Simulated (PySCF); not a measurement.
# AlH3Br− (SMILES [AlH3-][Br]) at PBE0/STO-3G

Aim: a single-point energy of AlH3Br−. 

The calculation is run with PySCF 2.14.0.

27 further runs of the same task are left out: 18 for a known fault of the program, 1 that didn't finish, 8 set aside as unsound or not needed.

### Step 1. Starting point

AlH3Br− has 5 atoms, charge -1, and is taken as a singlet. SMILES: `[AlH3-][Br]`. The Al1–H3 distance was set to 4.491 Å, away from the relaxed value. At this shape a bond of the SMILES string is far longer than usual.

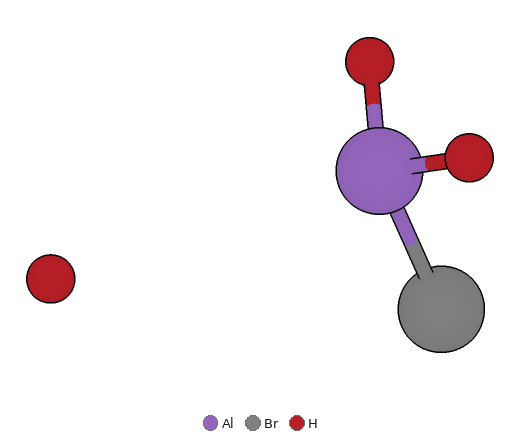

The structure, seen from a chosen angle (aluminium purple, bromine grey, hydrogen red).

### Step 2. A single-point energy at PBE0/STO-3G

Input file input.py:

```python
from pyscf import gto, dft

mol = gto.M(
    atom=[
    ('Al', (0.071911, -2.681995, 0.930138)),
    ('Br', (-1.354569, -2.659995, 2.739818)),
    ('H', (0.134100, 1.487580, -0.738230)),
    ('H', (-0.523509, -3.739065, -0.118992)),
    ('H', (1.512151, -3.128345, 1.477378)),
],
    verbose=4,
    charge=-1,
    max_memory=1860,
    basis='sto-3g',
)

calc0 = dft.RKS(mol)
calc0.xc = 'pbe0'
calc0.grids.level = 5
calc0.conv_tol = 1e-10
calc0.kernel()
if not calc0.converged:
    calc0 = calc0.newton().run(calc0.mo_coeff, calc0.mo_occ)

e_tot = calc0.e_tot
print('E = %.10f Eh' % e_tot)
```

On the command line:

```sh
$ OMP_NUM_THREADS=1 python input.py
```

What it wrote:

```text
PySCF version 2.14.0

[INPUT] num. atoms = 5
[INPUT] num. electrons = 52
[INPUT] charge = -1
[INPUT] spin (= nelec alpha-beta = 2S) = 0
[INPUT] symmetry False subgroup None
[INPUT] Mole.unit = angstrom
[INPUT] Symbol           X                Y                Z      unit          X                Y                Z       unit  Magmom
[INPUT]  1 Al     0.071911000000  -2.681995000000   0.930138000000 AA    0.135892095344  -5.068236017453   1.757706078051 Bohr   0.0
[INPUT]  2 Br    -1.354569000000  -2.659995000000   2.739818000000 AA   -2.559764426826  -5.026662042712   5.177505651154 Bohr   0.0
[INPUT]  3 H      0.134100000000   1.487580000000  -0.738230000000 AA    0.253412273304   2.811118788380  -1.395052516938 Bohr   0.0
[INPUT]  4 H     -0.523509000000  -3.739065000000  -0.118992000000 AA   -0.989288633745  -7.065808811947  -0.224862291014 Bohr   0.0
[INPUT]  5 H      1.512151000000  -3.128345000000   1.477378000000 AA    2.857551248987  -5.911715273152   2.791839802458 Bohr   0.0

nuclear repulsion = 129.988878359244
number of shells = 16
number of NR pGTOs = 90
number of NR cGTOs = 30
basis = sto-3g
ecp = {}

[... 71 lines left out ...]
SCF not converged.
SCF energy = -2785.90265438449
[... 19 lines left out ...]
    Treutler-Ahlrichs [JCP 102, 346 (1995); DOI:10.1063/1.469408] (M4) radial grids

becke partition: Becke, JCP 88, 2547 (1988); DOI:10.1063/1.454033
pruning grids: <function nwchem_prune>
grids dens level: 5
symmetrized grids: False
atomic radii adjust function: <function treutler_atomic_radii_adjust>
small_rho_cutoff = 0
******** <class 'pyscf.dft.rks.RKS'> Newton solver flags ********
SCF tol = 1e-10
conv_tol_grad = None
max. SCF cycles = 50
direct_scf = True
direct_scf_tol = 1e-13
max_cycle_inner = 12
max_stepsize = 0.05
ah_start_tol = 1e+09
ah_level_shift = 0
ah_conv_tol = 1e-12
ah_lindep = 1e-14
ah_start_cycle = 1
ah_max_cycle = 40
ah_grad_trust_region = 2.5
kf_interval = 4
kf_trust_region = 5
canonicalization = True
Set conv_tol_grad to 1e-05
  HOMO = 0.264459353584488  LUMO = 0.580398728328666  gap/eV = 8.59715
Initial guess E= -2785.90265438449  |g|= 0.284833
macro= 0  E= -2785.93520997986  delta_E= -0.0325556  |g|= 0.00336604  3 KF 10 JK
macro= 1  E= -2785.93521033907  delta_E= -3.59216e-07  |g|= 0.000126052  2 KF 7 JK
macro= 2  E= -2785.93521033449  delta_E= 4.58613e-09  |g|= 6.2399e-06  2 KF 10 JK
macro= 3  E= -2785.93521033449  delta_E= -2.72848e-12  |g|= 8.73496e-07  1 KF 2 JK
Canonicalize SCF orbitals
macro X = 4  E=-2785.93521033449  |g|= 8.73496e-07  total 9 KF 34 JK

WARN: HOMO 0.5315002506043939 > LUMO -0.2595437456660693 was found in the canonicalized orbitals.

converged SCF energy = -2785.93521033449
E = -2785.9352103345 Eh
```

It took 20 s on 1 thread of Arm Neoverse V2, shared host; peak memory 0.28 GiB.

### Step 3. Results

At PBE0/STO-3G:

```
    quantity           value
total energy  -2785.93521 Eh
```

What this shows: The run may have ended on a state above the lowest.
